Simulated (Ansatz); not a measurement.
```xyz
4

Al    0.0357    0.0000   -0.0023
H    -0.0017    0.0000    1.5588
Cl    1.8194    0.0000   -1.0965
F    -1.3857    0.0000   -0.8601
```

Level of theory: RKS B3LYP-D4/def2-SVP in Ansatz 0.2.0.

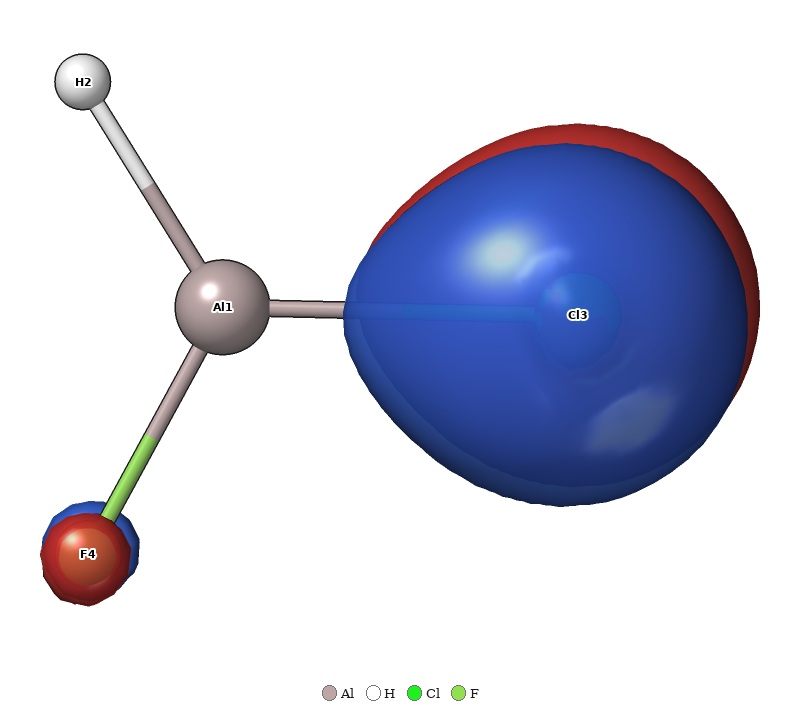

AlClFH. The HOMO−1 at ±0.15 Å⁻³ᐟ² (blue and red are the two phases), seen across its widest extent.

> Where does this orbital lie, and at what energy?

By Hirshfeld shares it lies mainly on Cl3 (about 90 %); it changes sign across the molecular plane (π type). Its energy is −9.26 eV.
